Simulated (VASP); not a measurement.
Band structure of Pt2C (space group P-3m1). Calculation: PBE GGA, VASP's PBE PAW potentials (set 64) (plane waves; VASP).

Unless said otherwise, spin-orbit coupling is left out, though it shifts the bands of the heavy elements here.

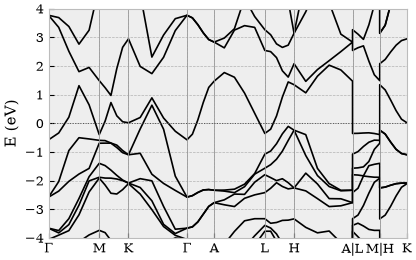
Figure: Bands along high-symmetry lines, zero at the valence-band maximum or, without a gap, the Fermi level

Question: Read the plot: is there a gap, and where are the band edges?

Answer: It has no gap at this level: it comes out as a metal or semimetal.

The structure was generated: Pt2C was put into an ordered model structure, which need not be its known phase. The cell was not relaxed at this level.
